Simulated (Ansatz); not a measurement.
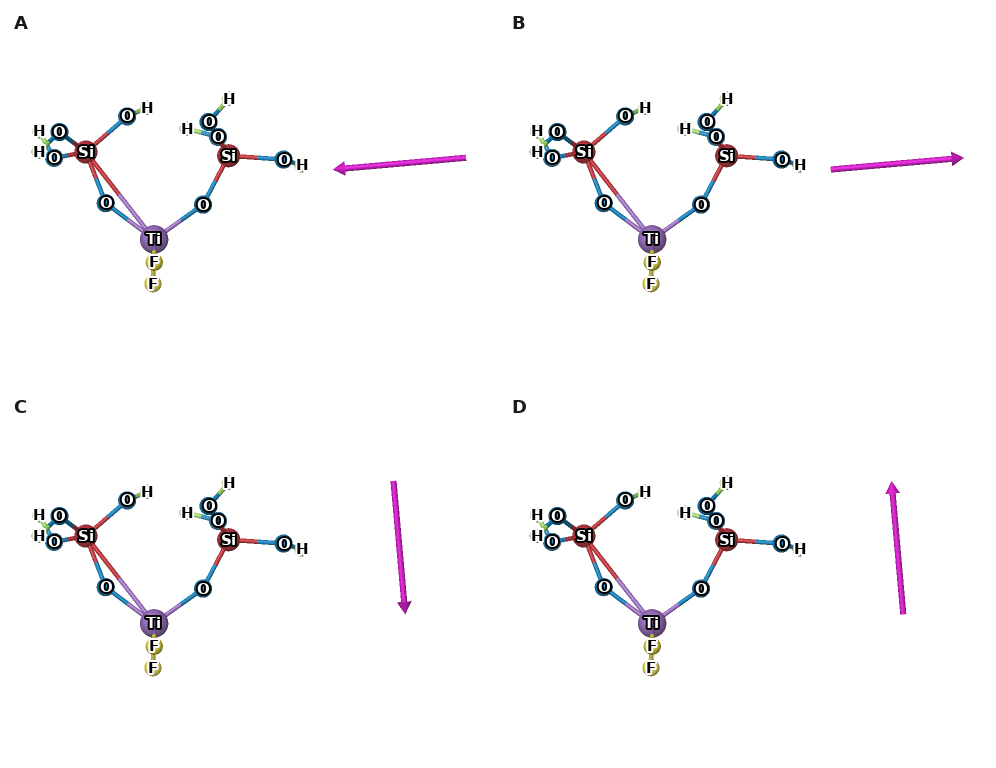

The same molecule four times, each with an arrow. The species is neutral and a spin singlet. The computed structure is the end point of a PBE0-D4/def2-TZVP optimisation. No frequency run is at hand to confirm it as a minimum. Level of theory: RKS ωB97M-V/def2-TZVPP (Ansatz 0.2.0).

Which arrow points along the dipole moment, from the negative to the positive end?

Answer. D. The dipole moment is 3.05 D.
